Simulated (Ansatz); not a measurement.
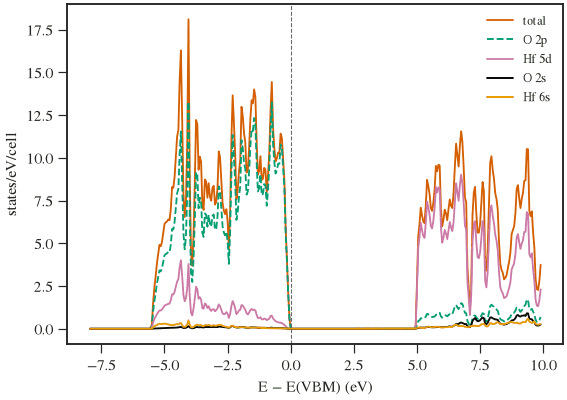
Fig. 1. Total and projected density of states of HfO₂ in space group Pca2_1 (No. 29; Hf on 4a, O on 4a, O on 4a), r²SCAN in the plane-wave PAW code Ansatz

### Question
Which orbitals carry the states next to the gap?

### Answer
Top 1 eV of the valence band: O 2p 93 %. Bottom 1 eV of the conduction band: Hf 5d 86 %, O 2p 9 %. Projections are on Löwdin-orthogonalised atomic valence shells; empty p or d shells of many metals are not among them.

### Question
Where is the tallest occupied peak in this window, and what makes it?

### Answer
Near -4.0 eV, about 18 states/eV per cell; the largest projected share is O 2p.

The r²SCAN relaxation kept the symmetry of its start. The run is not spin-polarised. Scalar-relativistic: spin–orbit coupling is off unless named, which matters more the heavier the elements.

Potentials: the earlier of the program's two PAW sets.
